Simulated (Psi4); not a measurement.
# CH3Te (SMILES C[Te]) at UHF/def2-SVPD (core potential)

What is the vertical electron affinity of CH3Te at UHF/def2-SVPD (core potential)? Input form: a Python script.

The results are computed with Psi4 1.11.

### 1 The system as given

CH3Te: 5 atoms, total charge 0, spin state doublet. SMILES: `C[Te]`. The shape is that of a PBE0-D4/def2-TZVP optimisation.

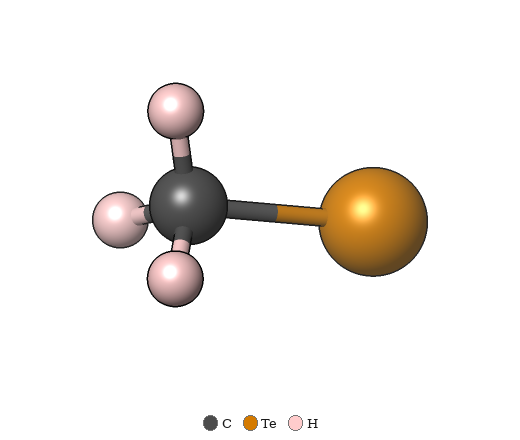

The structure, seen from a chosen angle (carbon dark grey, tellurium orange, hydrogen pink).

### 2 Energy and gradient at UHF/def2-SVPD (core potential)

Contents of job.py:

```python
import psi4

psi4.set_memory(1600000000)
psi4.set_num_threads(1)
psi4.set_output_file('run.log', False)

m = psi4.geometry("""
0 2
C     -0.38531516    -0.08711637    -0.00264562
Te     3.61315635     0.45013276     0.13870590
H     -0.86322689    -1.99328312     0.59753140
H     -1.32753260     1.32167445     1.15934698
H     -0.94259539     0.16913049    -1.97136229
units bohr
symmetry c1
no_reorient
no_com
""")

psi4.set_options({
    'basis': 'def2-SVPD',
    'reference': 'uhf',
    'puream': True,
    'e_convergence': 1e-09,
    'd_convergence': 1e-08,
    'scf_type': 'pk',
    'maxiter': 200,
})

e, wfn = psi4.gradient('hf', return_wfn=True)
psi4.oeprop(wfn, 'MAYER_INDICES', 'MULLIKEN_CHARGES', 'LOWDIN_CHARGES')
print('gradient / Eh bohr^-1')
print(e.np.round(6))
print(f'energy = {wfn.energy():.10f} Eh')
```

Started as:

```sh
python job.py
```

run.log:

```text
[...]
    !!!  WARNING: ECP capability is in beta. Please check occupations closely.  !!!
[...]
  Running in c1 symmetry.
[...]
  Nuclear repulsion =   59.458426120944182
[...]
  Multiplicity = 2
[...]
  Nalpha       = 17
  Nbeta        = 16
[...]
    Number of basis functions: 79
[...]
   @UHF iter   1:  -306.27881671992156   -2.21653e+00   8.10501e-03 ADIIS/DIIS
[...]
   @UHF iter  34:  -306.56856799077730   -3.75167e-12   4.78991e-09 DIIS
[...]
   @S^2 Observed:                7.610585207E-01
[...]
    Orbital Energies [Eh]
    ---------------------
    Alpha Occupied:
       1A    -11.263106     2A     -7.117174     3A     -5.093799
       4A     -5.083929     5A     -5.072526     6A     -1.949315
       7A     -1.947540     8A     -1.935737     9A     -1.930175
      10A     -1.928305    11A     -0.966647    12A     -0.775802
      13A     -0.595034    14A     -0.583575    15A     -0.431216
      16A     -0.367122    17A     -0.314176
    Alpha Virtual:
      18A      0.051956    19A      0.075411    20A      0.083414
      21A      0.084221    22A      0.135536    23A      0.159984
      24A      0.166025    25A      0.171820    26A      0.185127
[...]
  @UHF Final Energy:  -306.56856799077730
   => Energetics <=
    Nuclear Repulsion Energy =             59.4584261209441820
    One-Electron Energy =                -637.8801839171417214
    Two-Electron Energy =                 271.8531898054202429
    Total Energy =                       -306.5685679907772965
  UHF NO Occupations:
  HONO-2 :   15  A 1.9990101
  HONO-1 :   16  A 1.9958292
[...]
 Multipole Moments:
 ------------------------------------------------------------------------------------
     Multipole            Electronic (a.u.)      Nuclear  (a.u.)        Total (a.u.)
 ------------------------------------------------------------------------------------
 L = 1.  Multiply by 2.5417464519 to convert [e a0] to [Debye]
 Dipole X            :        -81.8190224           81.2705066           -0.5485159
 Dipole Y            :         -9.8489092            9.7780098           -0.0708994
 Dipole Z            :         -3.1339563            3.0985840           -0.0353723
 Magnitude           :                                                    0.5542090
[...]
  -Total Gradient:
     Atom            X                  Y                   Z
    ------   -----------------  -----------------  -----------------
       1        0.007055785523    -0.001594624258     0.014356652550
       2       -0.009673479270    -0.000683976795    -0.003832495971
       3       -0.000128350732    -0.001121898772    -0.003305591498
       4       -0.000576777265     0.002129650190    -0.002767423356
       5        0.003322821744     0.001270849635    -0.004451141726
[...]
  Mulliken Charges: (a.u.)
   Center  Symbol    Alpha    Beta     Spin     Total
       1     C     3.16926  3.27205 -0.10279 -0.44130
       2    TE    12.48147 11.40778  1.07370  0.11075
       3     H     0.45986  0.44348  0.01638  0.09665
       4     H     0.45961  0.44337  0.01624  0.09702
       5     H     0.42980  0.43332 -0.00352  0.13688
   Total alpha = 17.00000, Total beta = 16.00000, Total charge = -0.00000
  Lowdin Charges: (a.u.)
   Center  Symbol    Alpha    Beta     Spin     Total
       1     C     3.14761  3.10023  0.04738 -0.24785
[...]
```

Standard output:

```text
Memory set to   1.490 GiB by Python driver.
  Threads set to 1 by Python driver.
gradient / Eh bohr^-1
[[ 0.007056 -0.001595  0.014357]
 [-0.009673 -0.000684 -0.003832]
 [-0.000128 -0.001122 -0.003306]
 [-0.000577  0.00213  -0.002767]
 [ 0.003323  0.001271 -0.004451]]
energy = -306.5685679908 Eh
```

Run time: 7.8 s. Hardware: 1 thread of Intel Xeon Platinum 8488C (Sapphire Rapids), shared host; peak memory 0.26 GiB.

### 3 The singlet anion: a single-point energy at HF/def2-SVPD (core potential)

Contents of ch3te.py:

```python
import psi4

psi4.set_memory('1600 MB')
psi4.set_num_threads(1)
psi4.set_output_file('ch3te.out', False)

molecule = psi4.geometry("""
-1 1
C     -0.38531516    -0.08711637    -0.00264562
Te     3.61315635     0.45013276     0.13870590
H     -0.86322689    -1.99328312     0.59753140
H     -1.32753260     1.32167445     1.15934698
H     -0.94259539     0.16913049    -1.97136229
units bohr
symmetry c1
""")

psi4.set_options({
    'basis': 'def2-SVPD',
    'puream': True,
    'e_convergence': 1e-09,
    'd_convergence': 1e-08,
    'scf_type': 'pk',
})

E = psi4.energy('scf')
print(f'scf energy: {E:.10f} Eh')
```

Started as:

```sh
python ch3te.py
```

ch3te.out:

```text
[...]
    !!!  WARNING: ECP capability is in beta. Please check occupations closely.  !!!
[...]
  Running in c1 symmetry.
[...]
  Nuclear repulsion =   59.458426120944182
[...]
  Multiplicity = 1
[...]
  Nalpha       = 17
  Nbeta        = 17
[...]
    Number of basis functions: 79
[...]
   @RHF iter   1:  -306.08164843438033   -2.04529e+00   1.04674e-02 ADIIS/DIIS
[...]
   @RHF iter  12:  -306.60319281584680   -2.44427e-12   4.63502e-09 DIIS
[...]
    Orbital Energies [Eh]
    ---------------------
    Doubly Occupied:
       1A    -11.067600     2A     -6.857269     3A     -4.830834
       4A     -4.820412     5A     -4.820386     6A     -1.687728
       7A     -1.682130     8A     -1.682114     9A     -1.671222
      10A     -1.671221    11A     -0.764839    12A     -0.512642
      13A     -0.398934    14A     -0.393183    15A     -0.211484
      16A     -0.073579    17A     -0.072834
[...]
  @RHF Final Energy:  -306.60319281584680
   => Energetics <=
    Nuclear Repulsion Energy =             59.4584261209441820
    One-Electron Energy =                -645.6864170161836682
    Two-Electron Energy =                 279.6247980793926899
    Total Energy =                       -306.6031928158467963
[...]
 Multipole Moments:
 ------------------------------------------------------------------------------------
     Multipole            Electronic (a.u.)      Nuclear  (a.u.)        Total (a.u.)
 ------------------------------------------------------------------------------------
 L = 1.  Multiply by 2.5417464519 to convert [e a0] to [Debye]
 Dipole X            :         23.2785308          -23.8319320           -0.5534012
 Dipole Y            :          3.1111529           -3.1832186           -0.0720657
 Dipole Z            :          0.9153204           -0.9477782           -0.0324578
 Magnitude           :                                                    0.5590168
[...]
```

The script printed:

```text
Memory set to   1.490 GiB by Python driver.
  Threads set to 1 by Python driver.
scf energy: -306.6031928158 Eh
```

It took 3.6 s on 1 thread of Intel Xeon Platinum 8488C (Sapphire Rapids), shared host; peak memory 0.26 GiB.

### 4 Results

Level: UHF/def2-SVPD (core potential).

| quantity | value |
| --- | --- |
| doublet CH3Te: total energy | -306.56857 Eh |
| doublet CH3Te: dipole moment | 1.41 D |
| doublet CH3Te: HOMO energy (highest over α and β) | -8.02 eV |
| doublet CH3Te: LUMO energy (lowest over α and β) | -0.16 eV |
| doublet CH3Te: ⟨S²⟩ | 0.761 |
| doublet CH3Te: largest force on an atom | 0.827 eV/Å |
| singlet anion: total energy | -306.60319 Eh |
| singlet anion: HOMO energy | -1.98 eV |
| singlet anion: LUMO energy | 4.95 eV |
| singlet anion: HOMO–LUMO gap (to an unbound level, set by the basis) | 6.93 eV |
| vertical electron affinity (to the singlet anion) | 0.942 eV |

In words: At fixed nuclei the extra electron is bound by 0.94 eV (90.9 kJ/mol). The largest force (doublet CH3Te) is 0.83 eV/Å: the shape isn't a stationary point for this species at this level.
